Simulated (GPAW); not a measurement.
**TiO2 (I4_1/amd): refractive index against wavelength**

The refractive index of TiO2 (I4_1/amd) along x below the direct gap (2.36 eV on the mesh) is read from one computed spectrum, n = √(Re ε). x, y and z are the Cartesian axes of the input cell.

Cell: a, b, c = 5.458, 5.458, 5.458 Å (primitive vectors), 6 atoms.

Method: GPAW 26.7.0, LDA, RPA, k-mesh 11×11×11, local fields up to 50 eV, Lorentzian half width 0.15 eV.

Launch of the response step: `OMP_NUM_THREADS=1 python df.py`. The run took 8.6 min, its band step included, on 1 thread of Arm Neoverse V2, on a shared host.

| wavelength (nm) | photon energy E (eV) | n |
| --- | --- | --- |
| 3000 | 0.413 | 2.5143 |
| 2000 | 0.620 | 2.5246 |
| 1550 | 0.800 | ? |
| 1310 | 0.946 | 2.5508 |
| 1064 | 1.165 | 2.5761 |
| 850 | 1.459 | 2.6226 |

In the single-oscillator model n² − 1 = E₀E_d/(E₀² − E²), so 1/(n² − 1) = E₀/E_d − E²/(E₀E_d) is linear in E².

Working, on the rows shown:

| x = E² (eV²) | y = 1/(n² − 1) |
| --- | --- |
| 0.170801 | 0.18791 |
| 0.384302 | 0.186095 |
| 0.895757 | 0.181601 |
| 1.35784 | 0.177422 |
| 2.12762 | 0.170125 |

Means: x̄ = 0.98727, ȳ = 0.18063. Σ(x − x̄)(y − ȳ) = -0.0225, Σ(x − x̄)² = 2.476. Slope = -0.0225 / 2.476 = -0.009085; intercept = ȳ − slope · x̄ = 0.1896. Turned back into n, the line misses the rows shown by at most 0.00097.

Predict the last column of the withheld row from the fit.

At x = 0.63984 the line gives y = 0.18379, that is 2.5379. The run gave 2.5375, so the interpolation is off by 0.00043, 0.4 % of the range in the table.

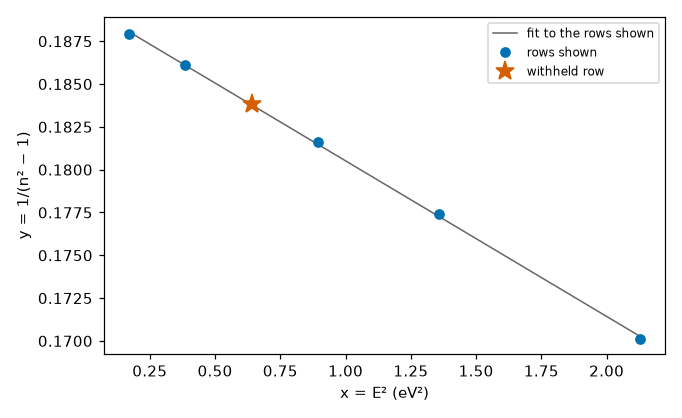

Refitted with all rows, the slope is -0.009093 and the intercept 0.18962. These give E₀ = √(intercept/−slope) = 4.57 eV and E_d = E₀/intercept = 24.1 eV; E₀ is 1.9 times the direct gap. The electronic limit at long wavelengths, without lattice vibrations, is n = √(1 + 1/intercept) = 2.505. Excitons are left out; LDA gaps are as a rule too small. The values come from a sum over the points of one k-mesh and carry its error, which grows as the direct gap shrinks. This version of GPAW has incomplete matrix elements in the optical limit, which can lower ε − 1 by up to a tenth where first-row anions or d states rule.
